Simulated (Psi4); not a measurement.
# AlH (SMILES [AlH]): r2SCAN/cc-pVTZ (density fitting with def2-universal-jkfit, sweep point 3)

What is the vertical ionisation energy of AlH at r2SCAN/cc-pVTZ (density fitting with def2-universal-jkfit, sweep point 3)? 

Program for the calculation: Psi4 1.11.

## (1) The molecule

The species is AlH (2 atoms), meant as a singlet with charge 0. SMILES: `[AlH]`. Geometry: a GFN2-xTB relaxation, a rough one for these elements and not checked as a minimum.

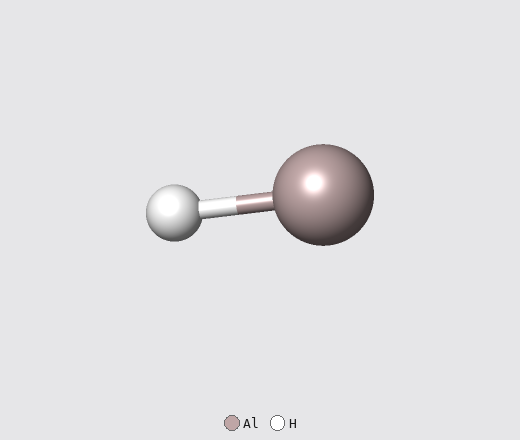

Viewed from a chosen angle; aluminium light grey, hydrogen white.

## (2) The energy at r2SCAN/cc-pVTZ (density fitting with def2-universal-jkfit, sweep point 3)

Contents of alh.inp:

```
memory 1600 MB

molecule m {
  Al     0.00000000     0.00000000     0.00000000
  H      0.00000000     0.00000000     3.04901641
  units bohr
  symmetry c1
}

set basis cc-pVTZ
set puream true
set scf_type df
set dft_radial_points 99
set dft_spherical_points 590
set df_basis_scf def2-universal-jkfit

energy('r2scan')
```

Command:

```console
$ psi4 alh.inp alh.out -n 1
```

alh.out:

```text
[...]
  Running in c1 symmetry.
[...]
  Nuclear repulsion =    4.263670066636342
[...]
  Multiplicity = 1
[...]
  Nalpha       = 7
  Nbeta        = 7
[...]
    Number of basis functions: 48
[...]
   @DF-RKS iter   1:  -242.91878292492027   -3.04890e-01   4.42213e-03 DIIS/ADIIS
[...]
   @DF-RKS iter   6:  -242.94397732304415   -7.04887e-08   5.37680e-07 DIIS
[...]
    Orbital Energies [Eh]
    ---------------------
    Doubly Occupied:
       1A    -55.783060     2A     -4.075960     3A     -2.616397
       4A     -2.616397     5A     -2.606984     6A     -0.342785
       7A     -0.185386
[...]
  @DF-RKS Final Energy:  -242.94397732304415
   => Energetics <=
    Nuclear Repulsion Energy =              4.2636700666363421
    One-Electron Energy =                -345.8876683368301883
    Two-Electron Energy =                 117.5994188302959458
    DFT Exchange-Correlation Energy =     -18.9193978831462495
    Empirical Dispersion Energy =           0.0000000000000000
    VV10 Nonlocal Energy =                  0.0000000000000000
    Total Energy =                       -242.9439773230441517
[...]
 Multipole Moments:
 ------------------------------------------------------------------------------------
     Multipole            Electronic (a.u.)      Nuclear  (a.u.)        Total (a.u.)
 ------------------------------------------------------------------------------------
 L = 1.  Multiply by 2.5417464519 to convert [e a0] to [Debye]
 Dipole X            :          0.0000000            0.0000000            0.0000000
 Dipole Y            :         -0.0000000            0.0000000           -0.0000000
 Dipole Z            :         -1.4379778            1.5119950            0.0740172
 Magnitude           :                                                    0.0740172
[...]
```

Wall time 4.8 s (1 thread of Intel Xeon Platinum 8488C (Sapphire Rapids), shared host); peak memory 0.67 GiB.

## (3) The doublet cation

Contents of input.inp:

```
memory 1600 MB

molecule mol {
  1 2
  Al     0.00000000     0.00000000     0.00000000
  H      0.00000000     0.00000000     3.04901641
  units au
  symmetry c1
}

set globals {
  basis                cc-pVTZ
  reference            uks
  puream               true
  scf_type             df
  dft_radial_points    99
  dft_spherical_points 590
  df_basis_scf         def2-universal-jkfit
  maxiter              150
}

E = energy("r2scan")
```

Command:

```console
$ psi4 input.inp input.out -n 1
```

input.out:

```text
[...]
  Running in c1 symmetry.
[...]
  Nuclear repulsion =    4.263670066636342
[...]
  Multiplicity = 2
[...]
  Nalpha       = 7
  Nbeta        = 6
[...]
    Number of basis functions: 48
[...]
   @DF-UKS iter   1:  -242.62562466972932   -1.17314e-02   3.55453e-03 ADIIS/DIIS
[...]
   @DF-UKS iter   8:  -242.65026921638099   -7.27962e-09   8.27688e-08 DIIS
[...]
   @S^2 Observed:                7.626304281E-01
[...]
    Orbital Energies [Eh]
    ---------------------
    Alpha Occupied:
       1A    -56.114893     2A     -4.402766     3A     -2.942777
       4A     -2.942777     5A     -2.936559     6A     -0.634310
       7A     -0.491075
    Alpha Virtual:
       8A     -0.338524     9A     -0.338524    10A     -0.190196
      11A     -0.085783    12A     -0.085783    13A     -0.063252
      14A     -0.056785    15A     -0.056783    16A     -0.013184
      17A      0.025802    18A      0.025802    19A      0.107049
      20A      0.199354    21A      0.389850    22A      0.389850
      23A      0.449813    24A      0.449813    25A      0.470311
[...]
  @DF-UKS Final Energy:  -242.65026921638099
   => Energetics <=
    Nuclear Repulsion Energy =              4.2636700666363421
    One-Electron Energy =                -341.5178971790782043
    Two-Electron Energy =                 113.2991529456222111
    DFT Exchange-Correlation Energy =     -18.6951950495613382
    Empirical Dispersion Energy =           0.0000000000000000
    VV10 Nonlocal Energy =                  0.0000000000000000
    Total Energy =                       -242.6502692163809911
[...]
 Multipole Moments:
 ------------------------------------------------------------------------------------
     Multipole            Electronic (a.u.)      Nuclear  (a.u.)        Total (a.u.)
 ------------------------------------------------------------------------------------
 L = 1.  Multiply by 2.5417464519 to convert [e a0] to [Debye]
 Dipole X            :          0.0000000            0.0000000            0.0000000
 Dipole Y            :         -0.0000000            0.0000000           -0.0000000
 Dipole Z            :         -1.6730821            1.5119950           -0.1610871
 Magnitude           :                                                    0.1610871
[...]
```

It took 6.6 s on 1 thread of Intel Xeon Platinum 8488C (Sapphire Rapids), shared host; peak memory 0.68 GiB.

## (4) Results

At r2SCAN/cc-pVTZ (density fitting with def2-universal-jkfit, sweep point 3):

| quantity | value |
| --- | --- |
| singlet AlH: total energy | -242.94398 Eh |
| singlet AlH: dipole moment | 0.19 D |
| singlet AlH: HOMO energy | -5.04 eV |
| singlet AlH: LUMO energy | -2.35 eV |
| singlet AlH: HOMO–LUMO gap | 2.69 eV |
| doublet cation: total energy | -242.65027 Eh |
| doublet cation: HOMO energy (highest over α and β) | -13.36 eV |
| doublet cation: LUMO energy (lowest over α and β) | -10.72 eV |
| doublet cation: ⟨S²⟩ | 0.763 |
| vertical ionisation energy (to the doublet cation) | 7.992 eV |

What this shows: Removing an electron at fixed nuclei costs 7.99 eV (184 kcal/mol). −ε(HOMO) before ionisation, 5.04 eV, is 2.95 eV below this ionisation energy.
